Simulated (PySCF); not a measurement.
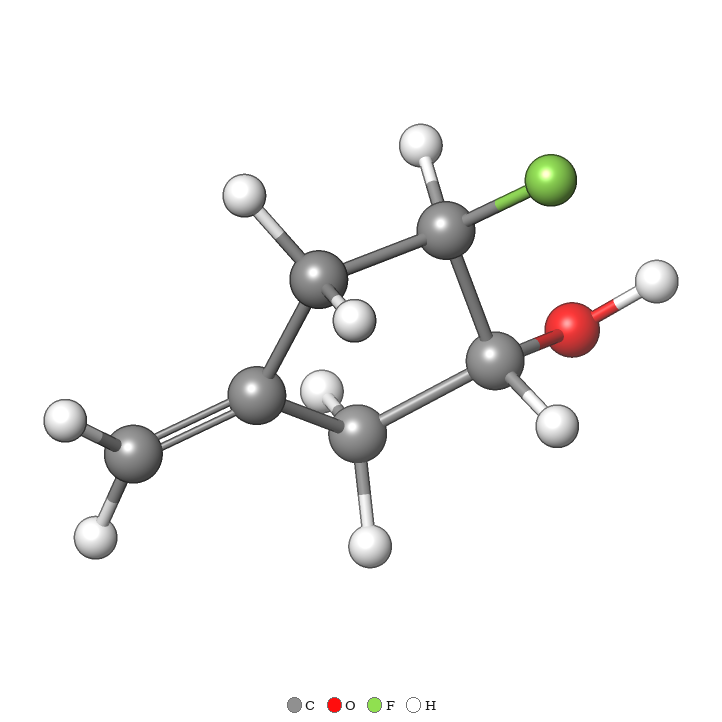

The computed structure is the end point of a GFN2-xTB optimisation. No frequency run is at hand to confirm it as a minimum. Properties computed with B3LYP/def2-SVPD, gas phase (PySCF 2.14.0). Excitations: vertical, linear response.

### Give the dipole moment at this level.

0.79 D.

### Give the mean static polarisability at this level.

75.0 bohr³.

### Estimate the HOMO energy (Kohn–Sham orbital).

−7.10 eV.

### What is the LUMO energy (Kohn–Sham orbital)?

−0.35 eV.
